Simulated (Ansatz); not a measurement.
System (SMILES): [CH2]F (CH2-F), doublet.
Atoms: C1, F2, H3, H4. Bonds: C1-F2, C1-H3, C1-H4.

Basis-set convergence of the optimised C1-H3 bond length at PBE with Ansatz (a quantum-chemistry and plane-wave program). Cartesian d functions, on some or all atoms, in 6-31G*; all else is spherical. The program fits the integrals of some runs and decomposes those of others, by size. Open shells are unrestricted. No added dispersion term, no relativity. Reference: the value in def2-QZVPPD, 1.0878 Å. Deviations are taken from unrounded values.

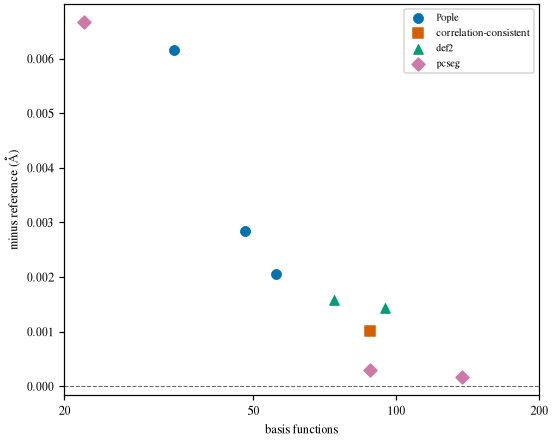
Deviation from the reference against the number of basis functions, by family of sets.

| basis | functions | optimised C1-H3 bond length (Å) | minus reference (Å) |
|---|---|---|---|
| pcseg-0 | 22 | 1.0944 | 0.0067 |
| 6-31G* | 34 | 1.0939 | 0.0062 |
| 6-311G** | 48 | 1.0906 | 0.0028 |
| 6-311+G** | 56 | 1.0898 | 0.0021 |
| def2-TZVP | 74 | 1.0893 | 0.0016 |
| cc-pVTZ | 88 | 1.0888 | 0.0010 |
| pcseg-2 | 88 | 1.0881 | 0.0003 |
| def2-TZVPD | 95 | 1.0892 | 0.0014 |
| aug-pcseg-2 | 138 | 1.0879 | 0.0002 |
